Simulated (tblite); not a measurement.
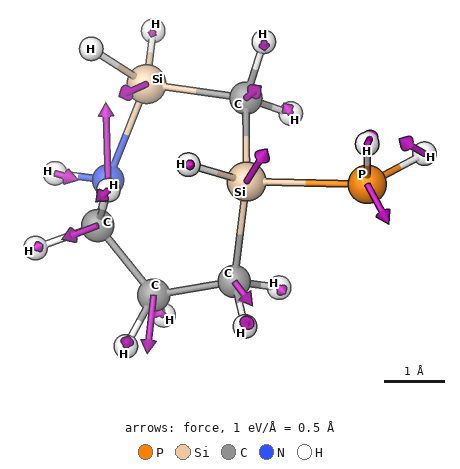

Starting geometry of C4H14NPSi2 with the computed forces as purple arrows. Style: ball-and-stick. Shown at a tilt.

Method: tblite, GFN2-xTB geometry optimisation, gas phase. 

Q: Is this structure relaxed? If not, where do the atoms go?

A: It isn't relaxed: the largest force vector, on the N atom, is 2.65 eV/Å. The final displacements have little in common with the starting forces (cosine between the two patterns 0.23). After 171 geometry steps the energy has fallen by 1.485 eV. The largest move after the best rigid fit is that of an H atom, 1.12 Å. Largest moves by element: H 1.12 Å, C 0.39 Å, P 0.31 Å, N 0.20 Å, Si 0.15 Å. Among the contacts that change: N–Si 1.804 → 1.713 Å, C–Si 1.845 → 1.910 Å, H–P 1.440 → 1.380 Å, C–Si 1.867 → 1.917 Å. Among the angles between lasting bonds that change: H–P–H 114.1° → 92.1°, C–N–Si 105.8° → 123.6°, Si–P–H 111.6° → 94.4°. Groups turn about C–C by about 45°, C–C by about 40°, C–Si by about 30°. The run took 3.5 s on 1 thread of Arm Neoverse N1, with other jobs on the host.
